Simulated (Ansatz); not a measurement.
**CH4FGeS radical: how energies converge with the basis set**

Aim: see how fast density functionals converge with the basis set for CH4FGeS radical.

Method: one geometry, several basis sets; program: Ansatz 0.2.0, Gaussian basis.

Levels to be run: PBE0-D4/def2-SVP; ωB97M-V/def2-SVP; PBE0-D4/def2-QZVPP; ωB97M-V/def2-QZVPP; the functionals' def2-TZVPP values are taken from earlier runs.

## Step 1: The geometry

The geometry comes from an earlier relaxation with PBE0-D4/def2-TZVP; it is a stationary point, not always the lowest conformer.

SMILES `C[S][GeH][F]`, 8 atoms, charge 0, spin multiplicity 2.

Atoms are counted from 1 here; the program's logs count them from 0.

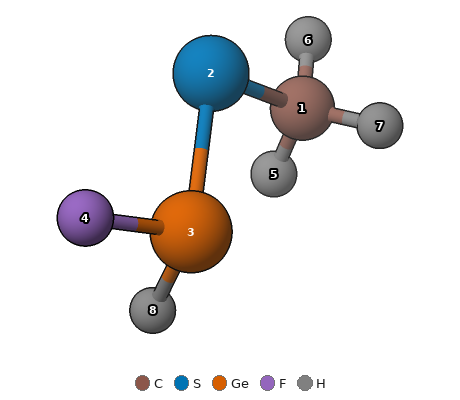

The geometry (carbon brown, sulfur blue, germanium orange, fluorine purple, hydrogen grey); atoms are numbered from 1 in the order of the file.

## Step 2: PBE0-D4 in def2-SVP

The input, in.yaml:

```yaml
crystal:
  periodic: [false, false, false]
  atoms:
    - {symbol: C, position_ang: [-0.131179, 1.328378, -0.303649]}
    - {symbol: S, position_ang: [-0.875860, 0.134641, 0.843951]}
    - {symbol: Ge, position_ang: [0.588358, -1.505207, 0.574202]}
    - {symbol: F, position_ang: [-0.149258, -2.873001, 1.370026]}
    - {symbol: H, position_ang: [0.056119, 0.883034, -1.281229]}
    - {symbol: H, position_ang: [-0.858812, 2.130926, -0.421893]}
    - {symbol: H, position_ang: [0.788641, 1.746645, 0.102573]}
    - {symbol: H, position_ang: [0.674191, -1.902516, -0.939881]}
basis:
  gaussian: {orbitals: def2-SVP}
magnetization: {spin_polarized: true, initial_magnetization: 1}
hamiltonian: {xc: pbe0, dispersion: d4}
output: {orbitals: {seedname: orbitals}}
```

The run is started by

```bash
$ ansatz run in.yaml --threads 2 --pin off --events-out ev --progress --plain --max-ram 22528MiB --backend cpu
```

Output:

```text
Functional definition: PBE0
  name "PBE0"
  cite "Adamo & Barone, J. Chem. Phys. 110, 6158 (1999) doi:10.1063/1.478522"
  cite "Perdew, Burke & Ernzerhof, Phys. Rev. Lett. 77, 3865 (1996) doi:10.1103/PhysRevLett.77.3865"
  parent pbe
  parameter a = 0.25
  parameter kappa = 0.804
  parameter beta = 0.06672455060314922
  exchange = (1 - a)*pbe_x(kappa = kappa, mu = beta*pi^2/3) + a*exact_x
  correlation = pbe_c(beta = beta)
955 factors; integrals over basis functions are off by at most 1.3e-3 eV
mean field evaluation 1: about -71140.7284 eV, gradient 3.2e1 eV
mean field evaluation 2: about -71135.6460 eV, gradient 5.0e1 eV
mean field evaluation 4: about -71144.7514 eV, gradient 2.0e0 eV
mean field evaluation 8: about -71144.8518 eV, gradient 1.2e-1 eV
mean field evaluation 16: about -71144.8519 eV, gradient 3.8e-4 eV
mean field -71144.85185581 eV, -2614.5250819884 hartree, gradient 8.1e-5 eV, S^2 0.753813; 0 other end points of the search recorded, 0 dependent functions left out
reference -71144.85188107 eV, -2614.5250829168 hartree; 34, 33 occupied and 64, 65 virtual orbitals, 955 factors
Total energy: -71144.99910143 eV, -2614.5304931653 hartree
```

Run time: 3.3 s. Hardware: 2 threads of AMD EPYC 7R13, shared host.

## Step 3: ωB97M-V in def2-SVP

in.yaml, as its differences from that of step 2:

```diff
@@ -14,3 +14,3 @@
 magnetization: {spin_polarized: true, initial_magnetization: 1}
-hamiltonian: {xc: pbe0, dispersion: d4}
+hamiltonian: {xc: {name: wB97M-V}}
 output: {orbitals: {seedname: orbitals}}
```

Launched as before.

Output, cut to the lines that bear on the results:

```text
Functional definition: wB97M-V
  name "wB97M-V"
  cite "Mardirossian & Head-Gordon, J. Chem. Phys. 144, 214110 (2016) doi:10.1063/1.4952647"
  cite "Becke, J. Chem. Phys. 107, 8554 (1997) doi:10.1063/1.475007"
  cite "Vydrov & Van Voorhis, J. Chem. Phys. 133, 244103 (2010) doi:10.1063/1.3521275"
  # Of w^i u^j: cxij and so on, Table III.
[...]
  gx(w, u) = 1 - cx + cx01*u + cx10*w
  gss(w, u) = css00 + css04*u^4 + css10*w + css20*w^2 + css43*w^4*u^3
  gos(w, u) = cos00 + cos10*w + (cos20 + cos21*u)*w^2 + (cos60 + cos61*u)*w^6
[...]
      + integral(e_c_pw_mod_opposite_spin*gos(b97_w_opposite, b97_u_opposite)) + vv10(b, c)
955 factors; integrals over basis functions are off by at most 1.3e-3 eV
263 factors; integrals over basis functions are off by at most 5.9e-6 eV
[...]
mean field -71154.43343879 eV, -2614.8771986684 hartree, gradient 7.7e-5 eV, S^2 0.753829; 0 other end points of the search recorded, 0 dependent functions left out
reference -71154.43347637 eV, -2614.8772000494 hartree; 34, 33 occupied and 64, 65 virtual orbitals, 955 factors
Total energy: -71154.43347637 eV, -2614.8772000494 hartree
```

It took 12 s on 2 threads of AMD EPYC 7R13, shared host; peak memory 0.54 GiB.

## Step 4: PBE0-D4 in def2-QZVPP

in.yaml, as its differences from that of step 3:

```diff
@@ -12,5 +12,5 @@
 basis:
-  gaussian: {orbitals: def2-SVP}
+  gaussian: {orbitals: "def2-QZVPP.json"}
 magnetization: {spin_polarized: true, initial_magnetization: 1}
-hamiltonian: {xc: {name: wB97M-V}}
+hamiltonian: {xc: pbe0, dispersion: d4}
 output: {orbitals: {seedname: orbitals}}
```

The run is started by

```bash
$ ansatz run in.yaml --threads 2 --pin off --events-out ev --progress --plain --max-ram 22528MiB --backend cuda --devices 0, --max-vram 18GiB
```

Output:

```text
Functional definition: PBE0
  name "PBE0"
  cite "Adamo & Barone, J. Chem. Phys. 110, 6158 (1999) doi:10.1063/1.478522"
  cite "Perdew, Burke & Ernzerhof, Phys. Rev. Lett. 77, 3865 (1996) doi:10.1103/PhysRevLett.77.3865"
  parent pbe
  parameter a = 0.25
  parameter kappa = 0.804
  parameter beta = 0.06672455060314922
  exchange = (1 - a)*pbe_x(kappa = kappa, mu = beta*pi^2/3) + a*exact_x
  correlation = pbe_c(beta = beta)
1538 factors; their error is unknown
mean field evaluation 1: about -71156.3004 eV, gradient 4.0e1 eV
mean field evaluation 2: about -71149.4772 eV, gradient 6.0e1 eV
mean field evaluation 4: about -71162.1042 eV, gradient 3.0e0 eV
mean field evaluation 8: about -71162.1426 eV, gradient 9.1e-2 eV
mean field evaluation 16: about -71162.2969 eV, gradient 4.3e-4 eV
mean field -71162.29692650 eV, -2615.1661765114 hartree, gradient 4.9e-5 eV, S^2 0.755000; 0 other end points of the search recorded, 0 dependent functions left out
reference -71162.29696178 eV, -2615.1661778081 hartree; 34, 33 occupied and 359, 360 virtual orbitals, 1538 factors
Total energy: -71162.44418214 eV, -2615.1715880566 hartree
```

Wall time 3.7 s (1 × H100 (card shared with other runs) with 2 threads of AMD EPYC 7R13, shared host); peak host memory 0.98 GiB.

## Step 5: ωB97M-V in def2-QZVPP

in.yaml, as its differences from that of step 4:

```diff
@@ -14,3 +14,3 @@
 magnetization: {spin_polarized: true, initial_magnetization: 1}
-hamiltonian: {xc: pbe0, dispersion: d4}
+hamiltonian: {xc: {name: wB97M-V}}
 output: {orbitals: {seedname: orbitals}}
```

Launched as before.

Output, cut to the lines that bear on the results:

```text
Functional definition: wB97M-V
  name "wB97M-V"
  cite "Mardirossian & Head-Gordon, J. Chem. Phys. 144, 214110 (2016) doi:10.1063/1.4952647"
  cite "Becke, J. Chem. Phys. 107, 8554 (1997) doi:10.1063/1.475007"
  cite "Vydrov & Van Voorhis, J. Chem. Phys. 133, 244103 (2010) doi:10.1063/1.3521275"
  # Of w^i u^j: cxij and so on, Table III.
[...]
  gx(w, u) = 1 - cx + cx01*u + cx10*w
  gss(w, u) = css00 + css04*u^4 + css10*w + css20*w^2 + css43*w^4*u^3
  gos(w, u) = cos00 + cos10*w + (cos20 + cos21*u)*w^2 + (cos60 + cos61*u)*w^6
[...]
      + integral(e_c_pw_mod_opposite_spin*gos(b97_w_opposite, b97_u_opposite)) + vv10(b, c)
1498 factors; their error is unknown
301 factors; integrals over basis functions are off by at most 1.1e-5 eV
[...]
mean field -71171.91822476 eV, -2615.5197527011 hartree, gradient 4.8e-5 eV, S^2 0.754435; 0 other end points of the search recorded, 0 dependent functions left out
reference -71171.91827874 eV, -2615.5197546847 hartree; 34, 33 occupied and 359, 360 virtual orbitals, 1498 factors
Total energy: -71171.91827874 eV, -2615.5197546847 hartree
```

It took 7.5 s on 1 × H100 (card shared with other runs) with 2 threads of AMD EPYC 7R13, shared host; peak host memory 1.1 GiB.

## Step 6: Density functionals: the series

The def2-TZVPP values come from earlier runs at the same geometry.

```tsv
functional	basis	functions	energy (eV)	from the largest (eV)	HOMO (eV)	LUMO (eV)
PBE0-D4	def2-SVP	98	-71144.9991	17.445	-6.26	-3.22
PBE0-D4	def2-TZVPP	208	-71160.6638	1.780	-6.34	-3.26
PBE0-D4	def2-QZVPP	393	-71162.4442	0.000	-6.38	-3.31
ωB97M-V	def2-SVP	98	-71154.4335	17.485	-8.21	-1.38
ωB97M-V	def2-TZVPP	208	-71170.1906	1.728	-8.31	-1.49
ωB97M-V	def2-QZVPP	393	-71171.9183	0.000	-8.35	-1.58
```

## Step 7: Results

| quantity | value |
| --- | --- |
| PBE0-D4: double and triple zeta above quadruple | 17.45, 1.78 eV |
| ωB97M-V: double and triple zeta above quadruple | 17.48, 1.73 eV |

For PBE0-D4 the step from double to triple zeta gains 15.66 eV and the next only 1.78 eV. These are total energies; as a rule much of such shifts cancels in differences, which this series doesn't test.
